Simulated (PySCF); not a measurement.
C$_{2}$H$_{6}$AgO, charge +1, SMILES `[Ag+].CCO`.

Method: B3LYP/def2-SVPD; geometry: GFN2-xTB; program: PySCF. Core potentials replace the inner electrons of Ag; spin–orbit coupling isn't included. GFN2-xTB bond lengths at metals and heavier atoms can be off by up to 0.1 Å and shapes distorted, which carries into these values.

Cartesian coordinates (Å):

```
Ag1     -0.9136   -0.0292   -0.0000
C2       1.6129   -1.1882    0.0008
C3       2.1915    0.2150    0.0000
O4       1.0826    1.1291    0.0006
H5       2.4051   -1.9338    0.0004
H6       1.0144   -1.3438   -0.9173
H7       1.0164   -1.3437    0.9153
H8       2.7983    0.3817   -0.8985
H9       2.8002    0.3819    0.8924
H10      1.4160    2.0354    0.0001
```

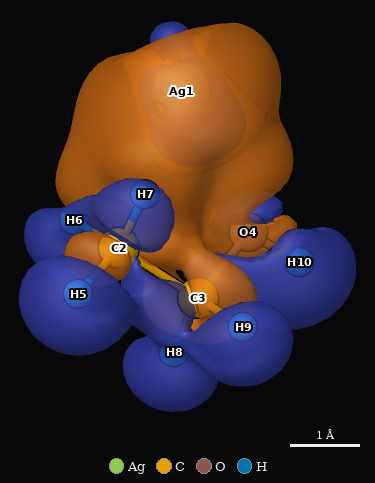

Density of the complex less the densities of the two fragments at the same geometry, ±0.008 e/Å³ (orange: gain, blue: loss). Fragment A: Ag(+1) (atom 1); fragment B: H6C2O.

How is the density rearranged on binding?

Answer. Hirshfeld charges show 0.155 e passing from B to A. By Hirshfeld charges, electrons gather most on Ag1 (−0.155 e) and leave H5 most (+0.048 e); 0.41 e is displaced in all.

What is the interaction energy, and which contacts carry it?

Answer. The counterpoise-corrected interaction energy of the frozen fragments is −35.6 kcal/mol without dispersion correction and −39.5 kcal/mol with D3(BJ). D3 uses neutral-atom coefficients and tends to overbind metal cations. The pair geometry is semi-empirical, not a minimum at this level. Contacts: Ag1···O4, 2.31 Å, ρ = 0.049 a.u.; Ag1···C2, 2.78 Å, ρ = 0.021 a.u., a bond path close to vanishing (ellipticity 4.0). The pose is a local one from a semi-empirical search, not shown to be the most stable.

Cost of the run: 99 s on 1 thread of Intel(R) Xeon(R) Processor @ 2.50GHz (Skylake/Cascade Lake), on a shared host, peak memory 0.66 GiB.
